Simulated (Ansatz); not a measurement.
# PH2 (SMILES [PH2]) at 6 levels

Aim: a comparison of 6 runs (UHF/3-21G, U-r2SCAN/3-21G, UBLYP/3-21G, UCAM-B3LYP/3-21G, UHSE06/3-21G, USVWN5/6-31G*) of PH2. 

Program for the calculation: Ansatz 0.2.0.

46 further runs of the same task are left out: 46 set aside as unsound or not needed.

### 1 The system as given

PH2: 3 atoms, total charge 0, spin state doublet. As SMILES, `[PH2]`. The H3–P1 distance was set to 2.784 Å, away from the relaxed value. At this shape a bond of the SMILES string is far longer than usual.

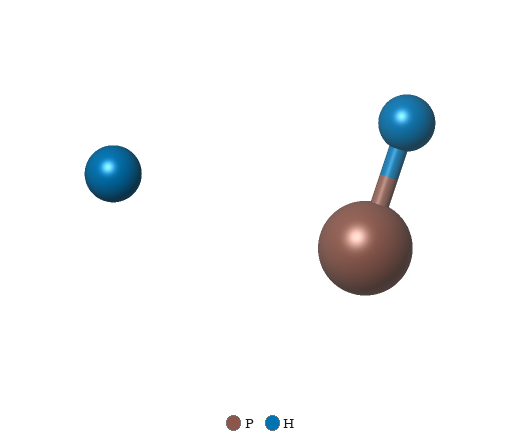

Viewed from a chosen angle; phosphorus brown, hydrogen blue.

### 2 The energy at UHF/3-21G (run 1)

Input file in.yaml:

```yaml
crystal:
  periodic: [false, false, false]
  atoms:
    - {symbol: P, position_ang: [1.654894, 0.119110, 0.930445]}
    - {symbol: H, position_ang: [1.251934, 1.449220, 0.850185]}
    - {symbol: H, position_ang: [-0.625980, -0.724620, -0.425100]}
basis:
  gaussian:
    orbitals: 3-21G.json
magnetization:
  spin_polarized: true
  initial_magnetization: 1
hamiltonian:
  xc: hf
accuracy: high
```

The basis set 3-21G is read from a file made from the Basis Set Exchange's data (not shown).

Started as:

```console
$ ansatz run in.yaml --threads 1 --pin off --max-ram 2610MiB --events-out events.jsonl --progress --plain --runs-dir runs
```

Output:

```text
Warning: RAYON_NUM_THREADS=1 ignored (pool sized by the plan → 1); use --threads N
Functional definition: HF
  name "HF"
  exchange = exact_x
  correlation = 0
317 factors; integrals over basis functions are off by at most 4.3e-9 eV
mean field evaluation 1: about -9250.6614 eV, gradient 4.6e0 eV
mean field evaluation 2: about -9250.6611 eV, gradient 4.6e0 eV
mean field evaluation 4: about -9251.0608 eV, gradient 2.1e0 eV
mean field evaluation 8: about -9251.0609 eV, gradient 2.1e0 eV
mean field evaluation 16: about -9253.2671 eV, gradient 1.9e-4 eV
mean field evaluation 32: about -9253.2671 eV, gradient 2.8e-8 eV
mean field evaluation 64: about -9250.8831 eV, gradient 2.8e-2 eV
mean field -9253.26708449 eV, -340.0512932653 hartree, gradient 2.2e-8 eV, S^2 1.683712; 4 other end points of the search recorded, 0 dependent functions left out
reference -9253.26708449 eV, -340.0512932653 hartree; 9, 8 occupied and 8, 9 virtual orbitals, 317 factors
Total energy: -9253.26708449 eV, -340.0512932653 hartree
```

Wall time 0.16 s (1 thread of Arm Neoverse V1, shared host).

### 3 A single-point energy at U-r2SCAN/3-21G (run 2)

Input file molecule.yaml:

```yaml
crystal:
  periodic: [false, false, false]
  atoms:
    - {symbol: P, position_ang: [1.654894, 0.119110, 0.930445]}
    - {symbol: H, position_ang: [1.251934, 1.449220, 0.850185]}
    - {symbol: H, position_ang: [-0.625980, -0.724620, -0.425100]}
basis:
  gaussian: {orbitals: 3-21G.json}
magnetization: {spin_polarized: true, initial_magnetization: 1}
hamiltonian: {xc: {name: r2SCAN}}
accuracy: high
```

The basis set 3-21G is read from a file made from the Basis Set Exchange's data (not shown).

Started as:

```console
$ ansatz run molecule.yaml --threads 1 --pin off --max-ram 2610MiB --events-out events.jsonl --progress --plain --runs-dir runs
```

Output:

```text
Warning: RAYON_NUM_THREADS=1 ignored (pool sized by the plan → 1); use --threads N
Functional definition: r2SCAN
  name "r2SCAN"
  parameter k0 = 0.174
  parameter k1 = 0.065
  parameter a1 = 4.9479
  exchange = r2scan_x(k0 = k0, k1 = k1, a1 = a1)
  correlation = r2scan_c
317 factors; integrals over basis functions are off by at most 4.3e-9 eV
mean field evaluation 1: about -9267.3780 eV, gradient 2.6e0 eV
mean field evaluation 2: about -9266.7154 eV, gradient 7.8e0 eV
mean field evaluation 4: about -9267.5727 eV, gradient 1.1e0 eV
mean field evaluation 8: about -9267.4245 eV, gradient 2.8e-2 eV
mean field evaluation 16: about -9268.0726 eV, gradient 2.1e-8 eV
mean field evaluation 32: about -9268.0726 eV, gradient 1.9e-6 eV
mean field -9268.07255335 eV, -340.5953842105 hartree, gradient 4.6e-8 eV, S^2 1.493752; 3 other end points of the search recorded, 0 dependent functions left out
reference -9268.07255434 eV, -340.5953842468 hartree; 9, 8 occupied and 8, 9 virtual orbitals, 317 factors
Total energy: -9268.07255434 eV, -340.5953842468 hartree
```

It took 5.1 s on 1 thread of Arm Neoverse V1, shared host; peak memory 0.15 GiB.

Runs 3 to 5 aren't shown in full; the table further down has their settings and results.

### 4 A single-point energy at USVWN5/6-31G(d) (spherical functions) (run 6)

Input file run.yaml:

```yaml
crystal:
  periodic: [false, false, false]
  atoms:
    - {symbol: P, position_ang: [1.654894, 0.119110, 0.930445]}
    - {symbol: H, position_ang: [1.251934, 1.449220, 0.850185]}
    - {symbol: H, position_ang: [-0.625980, -0.724620, -0.425100]}
basis:
  gaussian: {orbitals: 6-31G_st_-spherical.json}
magnetization: {spin_polarized: true, initial_magnetization: 1}
hamiltonian: {xc: {name: SVWN5}}
accuracy: high
```

The basis set 6-31G* is read from a file made from the Basis Set Exchange's data (not shown).

Started as:

```console
$ ansatz run run.yaml --threads 1 --pin off --max-ram 2610MiB --events-out events.jsonl --progress --plain --runs-dir runs
```

Output:

```text
Warning: RAYON_NUM_THREADS=1 ignored (pool sized by the plan → 1); use --threads N
Functional definition: SVWN5
  name "SVWN5"
  exchange = slater_x
  correlation = vwn5_c
377 factors; integrals over basis functions are off by at most 3.4e-9 eV
mean field evaluation 1: about -9279.9902 eV, gradient 7.7e0 eV
mean field evaluation 2: about -9274.1939 eV, gradient 1.9e1 eV
mean field evaluation 4: about -9280.4366 eV, gradient 4.0e0 eV
mean field evaluation 8: about -9280.7838 eV, gradient 4.2e-1 eV
mean field evaluation 16: about -9280.7850 eV, gradient 1.4e-5 eV
mean field evaluation 32: about -9280.5819 eV, gradient 2.1e0 eV
mean field -9280.78504870 eV, -341.0625597976 hartree, gradient 5.4e-8 eV, S^2 1.238064; 2 other end points of the search recorded, 0 dependent functions left out
reference -9280.78505077 eV, -341.0625598739 hartree; 9, 8 occupied and 13, 14 virtual orbitals, 377 factors
Total energy: -9280.78505077 eV, -341.0625598739 hartree
```

It took 0.75 s on 1 thread of Arm Neoverse V1, shared host.

### 5 Overview of the runs

| run | level | energy (Eh) | ⟨S²⟩ | wall time |
| --- | --- | --- | --- | --- |
| 1 | UHF/3-21G | -340.051293 | 1.684 | 0.16 s |
| 2 | U-r2SCAN/3-21G | -340.595384 | 1.494 | 5.1 s |
| 3 | UBLYP/3-21G | -340.632983 | 1.330 | 2.3 s |
| 4 | UCAM-B3LYP/3-21G | -340.641223 | 1.554 | 3.3 s |
| 5 | UHSE06/3-21G | -340.501296 | 1.557 | 3.6 s |
| 6 | USVWN5/6-31G* (spherical functions) | -341.062560 | 1.238 | 0.75 s |

### 6 Outcome

| quantity | value |
| --- | --- |
| run 6: total energy | -341.06256 Eh |
| run 6: ⟨S²⟩ | 1.238 |

What this shows: Totals of different functionals can't be ranked against each other. Spin contamination of the reference: run 1 ⟨S²⟩ = 1.68, run 5 ⟨S²⟩ = 1.56, run 4 ⟨S²⟩ = 1.55, run 2 ⟨S²⟩ = 1.49, run 3 ⟨S²⟩ = 1.33, run 6 ⟨S²⟩ = 1.24. Where it is this large, the reference is a mixture of spin states, and values that rest on it are in doubt. All runs together took 15 s, the longest 5.1 s.
